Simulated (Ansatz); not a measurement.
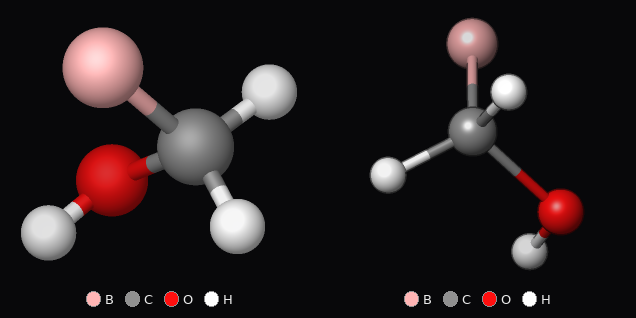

Two views of one molecule.

Computed geometry: PBE0-D4/def2-TZVP optimisation. No frequency run is at hand to confirm it as a minimum.

What is the molecular formula?

Answer. CH₃BO, 6 atoms: 1 carbon, 3 hydrogen, 1 boron and 1 oxygen.

How many atoms are distinct by symmetry?

Answer. 6: 1 B, 1 C, 1 O, 1 H, 1 H, 1 H.

What is the point group of this geometry?

Answer. C1.

Count the bonded pairs by element.

Answer. 2 C–H, 1 C–B, 1 C–O, 1 O–H. Sticks follow a distance rule.

More results for the same structure follow; atom numbers are the same in all pictures, views and colours differ.

## Geometry

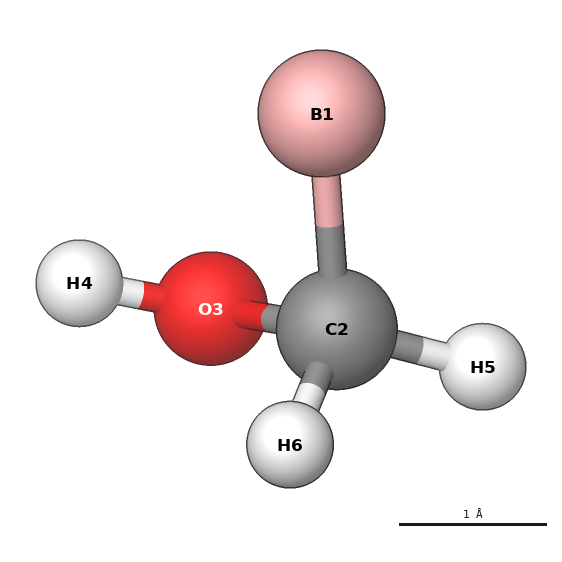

Atoms carry their numbers in the input. No frequency run is at hand to confirm it as a minimum.

How are the neighbours of atom 2 arranged?

Answer. C2 has 4 neighbours (B1 at 1.56, O3 at 1.44, H5 at 1.09, H6 at 1.10 Å); the arrangement is tetrahedral.

What is the geometry at O3?

Answer. O3 has 2 neighbours (C2 at 1.44, H4 at 0.96 Å); the arrangement is bent.

## Electronic properties

No frequency run is at hand to confirm it as a minimum. Method: RKS PBE0-D4/def2-TZVPP (Ansatz 0.2.0).

What does the calculation give?

- HOMO energy (Kohn–Sham orbital): −6.31 eV
- LUMO energy (Kohn–Sham orbital): −1.79 eV
- HOMO–LUMO gap: 4.52 eV

## Charges

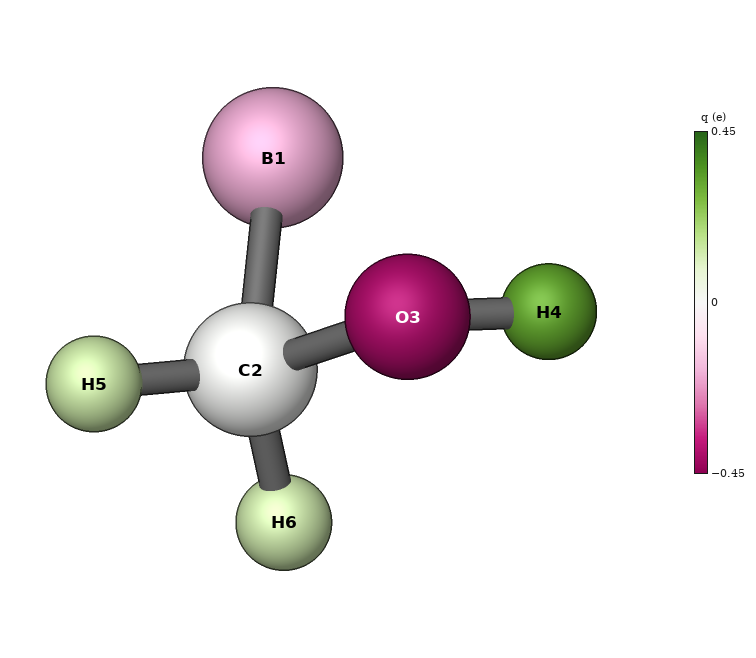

Atoms are coloured by their Mulliken charges. No frequency run is at hand to confirm it as a minimum. Method: RKS PBE0-D4/def2-TZVP (Ansatz 0.2.0).

Which atom carries the highest charge (most positive or least negative)?

Answer. H4 (0.32 e).

And the lowest?

Answer. O3 (−0.40 e).

Give the Mulliken charges atom by atom.

| atom | value (e) |
| --- | --- |
| B1 | −0.19 |
| C2 | 0.01 |
| O3 | −0.40 |
| H4 | 0.32 |
| H5 | 0.14 |
| H6 | 0.13 |

## Dipole moment

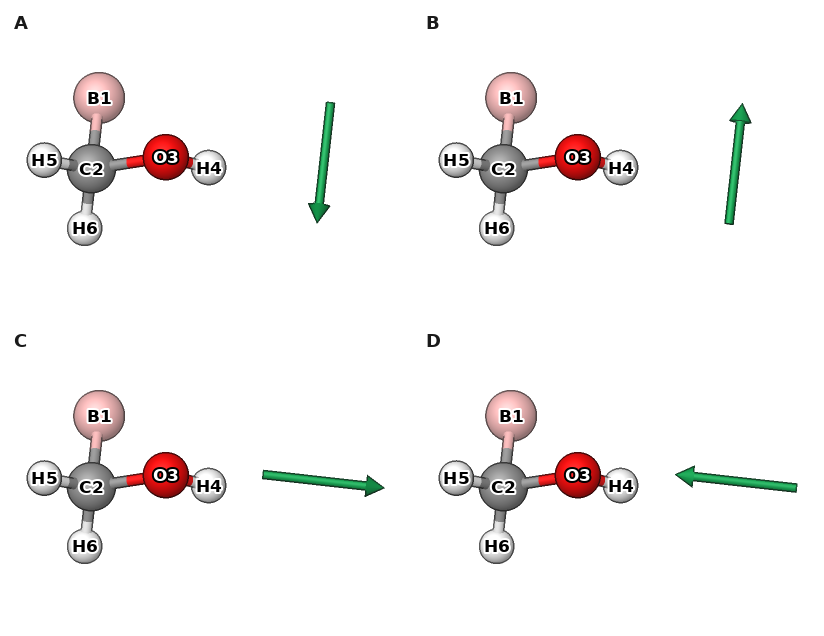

The same molecule four times, each with an arrow. No frequency run is at hand to confirm it as a minimum. Properties computed with RKS PBE0-D4/def2-TZVP (Ansatz 0.2.0).

Which arrow points along the dipole moment, from the negative to the positive end?

Answer. A. The dipole moment is 2.59 D; it points from the side of B1 to the side of H6 (the outermost atoms at the two ends).

Mulliken values depend strongly on the basis set and can even reverse the polarity of a bond.
